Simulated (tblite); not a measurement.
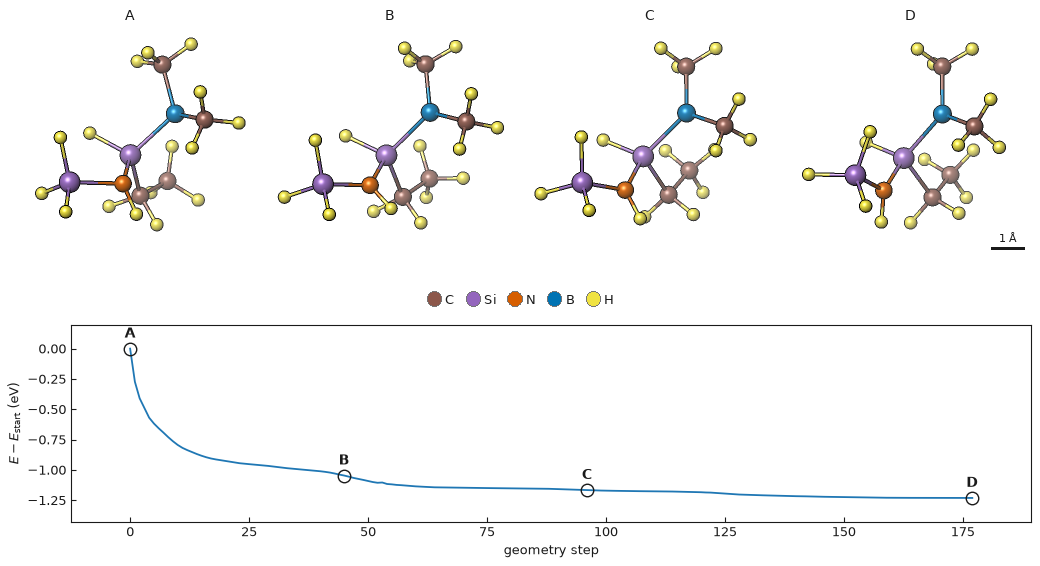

Frames of a relaxation of C₄H₁₆BNSi₂, marked on the history of the run. A ball-and-stick model, seen from a free direction.

Computed with GFN2-xTB geometry optimisation, gas phase in tblite. 

Question: What happens along the run?

Answer: The atom that moves furthest after the best rigid fit is an H atom (1.56 Å). Largest moves by element: H 1.56 Å, N 0.79 Å, B 0.49 Å, Si 0.48 Å, C 0.41 Å. Near-neighbour distances that change, for instance: C–Si 1.841 → 1.916 Å, N–Si 1.808 → 1.753 Å, B–Si 1.912 → 1.967 Å, C–H 1.127 → 1.091 Å. Bond angles that change, for instance: Si–N–Si 112.1° → 128.4°, C–B–C 112.1° → 119.1°, B–Si–H 110.0° → 116.8°. Groups turn about C–C by about 45°, C–Si by about 30°. After 177 geometry steps the energy has fallen by 1.231 eV. The run took 2 s on 1 thread of Arm Neoverse V1 (shared host). From step 0 to 45: an H atom moves most (0.75 Å), energy −1.046 eV. From step 45 to 96: an H atom moves most (0.95 Å), energy −0.120 eV. From step 96 to 177: an H atom moves most (0.90 Å), energy −0.065 eV.
